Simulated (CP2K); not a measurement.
# SnHClOF2 (SMILES [OH][Sn]([F])([F])[Cl]) at PM6

What is the energy change on altering one bond length of SnHClOF2 at PM6? 

The calculation is run with CP2K 2026.2.

8 further runs of the same task are left out: 3 that didn't finish, 5 set aside as unsound or not needed. Runs told in other sessions of the task aren't counted.

**1. The molecule**

SnHClOF2 has 6 atoms, charge 0, and is taken as a singlet. SMILES: `[OH][Sn]([F])([F])[Cl]`. Geometry: relaxed at PBE0-D4/def2-TZVP. This is one conformer, not always the lowest.

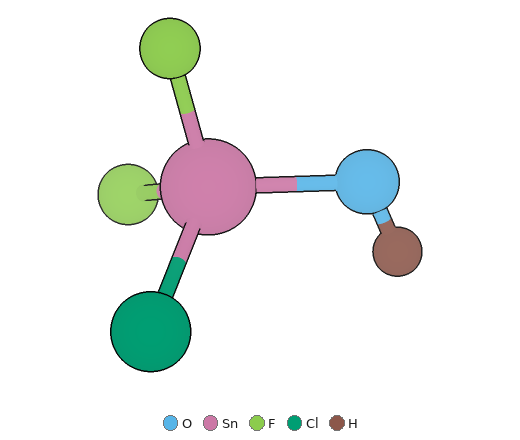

Viewed from a chosen angle; oxygen blue, tin pink, fluorine green, chlorine teal, hydrogen brown.

**2. The energy at PM6**

The input, gas.inp:

```
&GLOBAL
 PROJECT gas
 RUN_TYPE ENERGY
 PRINT_LEVEL MEDIUM
&END

&FORCE_EVAL
 METHOD QUICKSTEP
 &DFT
  CHARGE 0
  MULTIPLICITY 1
  &QS
   METHOD PM6
   EPS_DEFAULT 1.0E-10
   &SE
    &COULOMB
     CUTOFF [angstrom] 50
     RC_RANGE [angstrom] 0
    &END
    &EXCHANGE
     CUTOFF [angstrom] 50
     RC_RANGE [angstrom] 0
    &END
   &END
  &END
  # isolated system
  &POISSON
   PERIODIC NONE
   POISSON_SOLVER ANALYTIC
  &END
  # SCF settings
  &SCF
   SCF_GUESS ATOMIC
   EPS_SCF 1.0E-07
   MAX_SCF 150
   ADDED_MOS 4
   &DIAGONALIZATION
    ALGORITHM STANDARD
   &END
   &MIXING
    METHOD DIRECT_P_MIXING
    ALPHA 0.4
   &END
  &END
  &PRINT
   &MOMENTS
    PERIODIC F
    REFERENCE COM
    MAX_MOMENT 1
   &END
   &MO ON
    ENERGIES T
    OCCUPATION_NUMBERS T
    NDIGITS 6
    &EACH
     QS_SCF 0
    &END
    ADD_LAST NUMERIC
   &END
   &HIRSHFELD OFF
   &END
  &END
 &END
 &SUBSYS
  &CELL
   ABC [angstrom] 15.3 15.1 15.2
   PERIODIC NONE
  &END
  &COORD
   O     -0.464000     0.283900     1.476300
   Sn     0.252400    -0.175700    -0.247500
   F      1.982500    -0.856500     0.056700
   F     -0.743300    -1.587100    -1.019700
   Cl     0.329400     1.540600    -1.744400
   H     -1.315000     0.730600     1.432500
  &END
  &TOPOLOGY
   &CENTER_COORDINATES
   &END
  &END
 &END
&END
```

Run with:

```
$ OMP_NUM_THREADS=1 cp2k.psmp gas.inp > gas.out
```

The program printed:

```text
CP2K| version string:                                       CP2K version 2026.2
[...]
 GLOBAL| Method name                                                        CP2K
[...]
 GLOBAL| Run type                                                         ENERGY
[...]
                             - Atoms:                                          6
[...]
                             - Spherical basis functions:                     26
[...]
 Number of electrons:                                                         32
[...]
     1 P_Mix/Diag. 0.40E+00    0.0     0.80693274       -54.1625880032 -5.42E+01
[...]
    18 DIIS/Diag.  0.54E-07    0.0     0.00000007       -57.9981457333 -1.21E-13
  *** SCF run converged in    18 steps ***
  Core-core repulsion energy [eV]:                           1941.65934624016791
  Core Hamiltonian energy [eV]:                             -2692.27058981622349
  Two-electron integral energy [eV]:                        -1655.19712588014227
  Electronic energy [eV]:                                   -3519.86915275629508
  Total energy [eV]:                                        -1578.20980651612672
  Atomic reference energy [eV]:                              1569.80652144852320
  Heat of formation [kcal/mol]:                              -193.78437260005316
[...]
 SE_DIPOLE| Moment [Debye]          1.88714506      -1.65487836      -0.37253214
 SE_DIPOLE| Derivative [a.u.]       0.00000000       0.00000000       0.00000000
 ENERGY| Total FORCE_EVAL ( QS ) energy [hartree]            -57.998145733256180
[...]
```

Wall time 0.26 s (1 thread of Arm Neoverse V1, shared host).

**3. The distorted shape**

The input, gas.inp:

```
&FORCE_EVAL
    METHOD Quickstep
    &DFT
        &QS
            METHOD PM6
            EPS_DEFAULT 1.0E-10
            &SE
                &COULOMB
                    CUTOFF [angstrom] 50
                    RC_RANGE [angstrom] 0
                &END COULOMB
                &EXCHANGE
                    CUTOFF [angstrom] 50
                    RC_RANGE [angstrom] 0
                &END EXCHANGE
            &END SE
        &END QS
        &POISSON
            PERIODIC NONE
            POISSON_SOLVER ANALYTIC
        &END POISSON
        &SCF
            SCF_GUESS ATOMIC
            EPS_SCF 1.0E-07
            MAX_SCF 150
            ADDED_MOS 4
            &DIAGONALIZATION
                ALGORITHM STANDARD
            &END DIAGONALIZATION
            &MIXING
                METHOD DIRECT_P_MIXING
                ALPHA 0.4
            &END MIXING
        &END SCF
        &PRINT
            &MOMENTS
                PERIODIC F
                REFERENCE COM
                MAX_MOMENT 1
            &END MOMENTS
            &MO ON
                ENERGIES T
                OCCUPATION_NUMBERS T
                NDIGITS 6
                &EACH
                    QS_SCF 0
                &END EACH
                ADD_LAST NUMERIC
            &END MO
            &HIRSHFELD OFF
            &END HIRSHFELD
        &END PRINT
    &END DFT
    &SUBSYS
        &CELL
            ABC 16 15.1 15.2
            PERIODIC NONE
        &END CELL
        &COORD
            O      0.216798    -0.073459     1.511340
            Sn     0.933198    -0.533059    -0.212460
            F      2.663298    -1.213859     0.091740
            F     -0.062502    -1.944459    -0.984660
            Cl     1.010198     1.183241    -1.709360
            H     -1.315000     0.730600     1.432500
        &END COORD
        &TOPOLOGY
            &CENTER_COORDINATES
            &END CENTER_COORDINATES
        &END TOPOLOGY
    &END SUBSYS
&END FORCE_EVAL

&GLOBAL
    PROJECT gas
    RUN_TYPE ENERGY
    PRINT_LEVEL MEDIUM
&END GLOBAL
```

Run with:

```
$ OMP_NUM_THREADS=1 cp2k.psmp gas.inp > gas.out
```

The program printed:

```text
CP2K| version string:                                       CP2K version 2026.2
[...]
 GLOBAL| Method name                                                        CP2K
[...]
 GLOBAL| Run type                                                         ENERGY
[...]
                             - Atoms:                                          6
[...]
                             - Spherical basis functions:                     26
[...]
 Number of electrons:                                                         32
[...]
     1 P_Mix/Diag. 0.40E+00    0.0     0.90563988       -54.4151282700 -5.44E+01
[...]
    23 DIIS/Diag.  0.64E-07    0.0     0.00000006       -57.8586353671 -5.68E-14
  *** SCF run converged in    23 steps ***
  Core-core repulsion energy [eV]:                           1907.28971505245181
  Core Hamiltonian energy [eV]:                             -2692.58248700605191
  Two-electron integral energy [eV]:                        -1578.24152887297032
  Electronic energy [eV]:                                   -3481.70325144253729
  Total energy [eV]:                                        -1574.41353639008503
  Atomic reference energy [eV]:                              1569.80652144852320
  Heat of formation [kcal/mol]:                              -106.24029683956060
[...]
 SE_DIPOLE| Moment [Debye]          4.33785338      -2.87833601      -1.09207424
 SE_DIPOLE| Derivative [a.u.]       0.00000000       0.00000000       0.00000000
 ENERGY| Total FORCE_EVAL ( QS ) energy [hartree]            -57.858635367078058
[...]
```

It took 0.28 s on 1 thread of Arm Neoverse V1, shared host.

**4. Outcome**

At PM6:

```
                                                         quantity            value
                                        first shape: total energy     -57.99815 Eh
                                       first shape: dipole moment           2.54 D
                                         first shape: HOMO energy        -12.41 eV
                                         first shape: LUMO energy         -2.16 eV
                                       first shape: HOMO–LUMO gap         10.25 eV
                                   first shape: heat of formation  -193.8 kcal/mol
                                    distorted shape: total energy     -57.85864 Eh
                                   distorted shape: dipole moment           5.32 D
                                     distorted shape: HOMO energy        -11.56 eV
                                     distorted shape: LUMO energy         -2.12 eV
                                   distorted shape: HOMO–LUMO gap          9.44 eV
                               distorted shape: heat of formation  -106.2 kcal/mol
energy change with the O1–H6 bond stretched from 0.962 to 1.732 Å         3.796 eV
```

What this shows: One bond (distorted shape) is far stretched, which a spin-restricted single reference describes badly. With the O1–H6 bond stretched from 0.962 to 1.732 Å the energy rises by 3.80 eV (366 kJ/mol). The first shape isn't relaxed at this level, so the change isn't measured from a minimum. A restricted reference can't describe the breaking bond well at this length.
